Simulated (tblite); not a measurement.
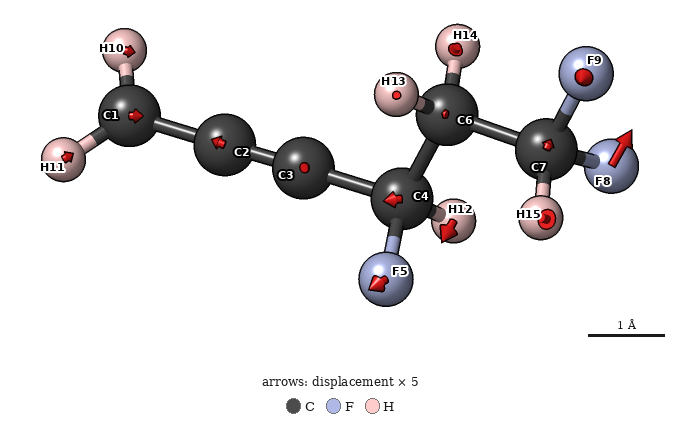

This is a relaxation of C6H6F3 (multiplicity 2). The starting structure is drawn; red arrows show the displacements, magnified 5 times. The two geometries are superimposed by the best rigid fit.

The picture is a ball-and-stick view, seen at a tilt.

Method: tblite, GFN2-xTB geometry optimisation, gas phase. 

What happened in the run?

Answer. Over 43 geometry steps the energy falls by 25.2 kJ/mol. F8 moves most after the best rigid fit: 0.11 Å. By element the largest moves are F 0.11 Å, H 0.08 Å, C 0.05 Å. Near-neighbour distances that change, for instance: C1–C2 1.429 → 1.348 Å, C2–C3 1.184 → 1.223 Å, C3–C4 1.480 → 1.444 Å, C4–F5 1.359 → 1.390 Å. Among the angles between lasting bonds that change: F5–C4–H12 108.7° → 105.6°, C3–C4–F5 107.8° → 110.2°, H13–C6–H14 107.0° → 109.3°. Cost: 0.25 s on 1 thread of Arm Neoverse V1, on a shared host.
